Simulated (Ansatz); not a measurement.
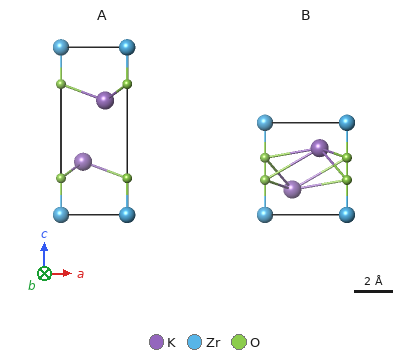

Two geometries of crystalline K₂ZrO₂ (a generated structure, set up in P-3m1) (coarse preliminary run), drawn at one scale. One is the start of a relaxation, the other its converged end. Style: ball-and-stick. Shown: the cell of the calculation, along the b axis.

The calculation used DFT PBE, scalar-relativistic, plane waves, PAW (Ansatz 0.2.0). (plane-wave cutoff 420 eV; k-point mesh 6 × 6 × 4; occupations gaussian; smearing width 0.1 eV; no spin polarisation; cell and atoms relaxed; force threshold 0.04 eV/Å; at most 70 steps)

> Which of the two is the end point?

Structure A is the relaxed one. Over 29 accepted moves (33 points after the start) the energy falls by 1545 meV per atom. The largest force component goes from 8.2 to 0.0031 eV/Å. The pressure goes from 19.39 to 0.08 GPa. At 4 points the geometry stayed and the basis and grid were re-selected for the new cell (energy shift of 123 meV per atom at most each time). The largest moves relative to the cell, 1.44 Å, are those of O atoms. Largest moves by element: O 1.44 Å, K 0.37 Å. Zr stays in place. Cell: a = b 5.076 → 4.098 Å (−19.3 %), c 4.939 → 8.984 Å (+81.9 %). Volume +18.6 %. Among the contacts that change: O–O 1.191 → 5.048 Å, K–O 3.389 → 4.791 Å, K–Zr 3.232 → 3.705 Å, K–O 2.975 → 2.525 Å. Bonds break: O–O (1.19 → 5.05 Å). Bond angles that change, for instance: K–O–Zr 80.1° → 110.5°, O–K–O 117.1° → 108.5°, K–O–K 117.1° → 108.5°. The space group stays P-3m1 (No. 164).
